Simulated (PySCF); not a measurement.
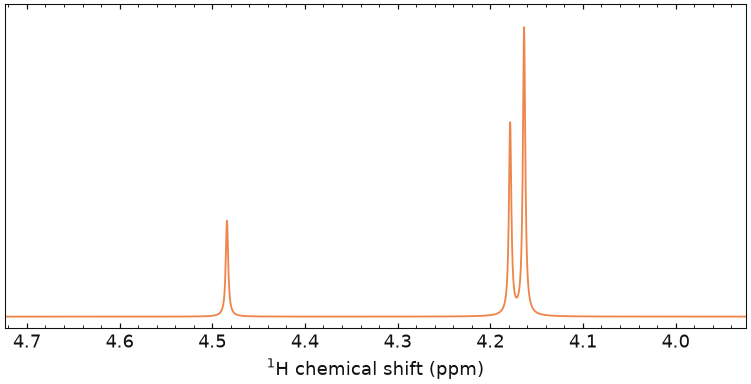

GIAO shifts, B97-2/pcSseg-2 in PySCF, at a PBE0-D3(BJ)/def2-SVP geometry (no frequency check), against TMS for ¹H computed at the same level. Gas phase, fully decoupled, line heights follow the number of nuclei, widths are arbitrary (no quadrupolar broadening); values of one conformer, averaged over methyl-type rotors and exact or near symmetry. Protons on N, O or S are those of the isolated molecule, without hydrogen bonds to neighbours or exchange.

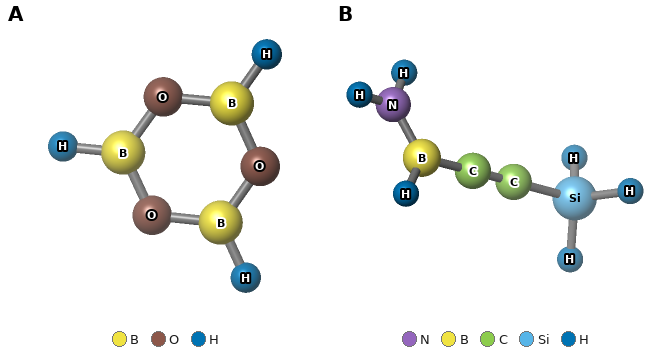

**Which structure fits the spectrum? Choose among the lettered structures.**

Structure B, C₂H₆BNSi, SMILES NBC#C[SiH3]. Its ¹H signals: 4.48 (1 H), 4.18 (2 H), 4.16 (3 H) ppm.
